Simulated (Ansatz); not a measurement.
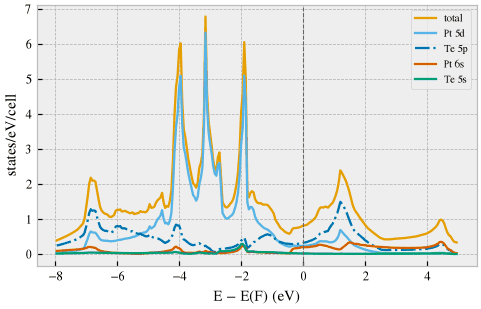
Total and projected density of states of TePt (CsCl type, Pm-3m), DFT-r²SCAN in the program Ansatz with PAW potentials

Question: Which orbitals carry the states next to the Fermi level?

Answer: Within 0.5 eV of the Fermi level: Te 5p 42 %, Pt 5d 30 %, Pt 6s 21 %, outside the projected shells 6 %. Projections are on Löwdin-orthogonalised atomic valence shells; empty p or d shells of many metals are not among them.

Question: Where is the tallest occupied peak in this window, and what makes it?

Answer: Near -3.1 eV, about 6.8 states/eV per cell; the largest projected share is Pt 5d.

The start of the workflow was typed in or built on a structure type; neither database checked (COD, Materials Project) lists it. COD files the formula under space group No. 166, 194. Whether it is the stable phase at ambient conditions was not checked. Symmetry was held in the r²SCAN relaxation; its stability against distortions is not shown here. No spin polarisation was allowed. Its formation energy is positive at this level, so the cell may be metastable or incomplete. Spin–orbit coupling is left out wherever it is not named.

Potentials: the later of the program's two PAW sets.
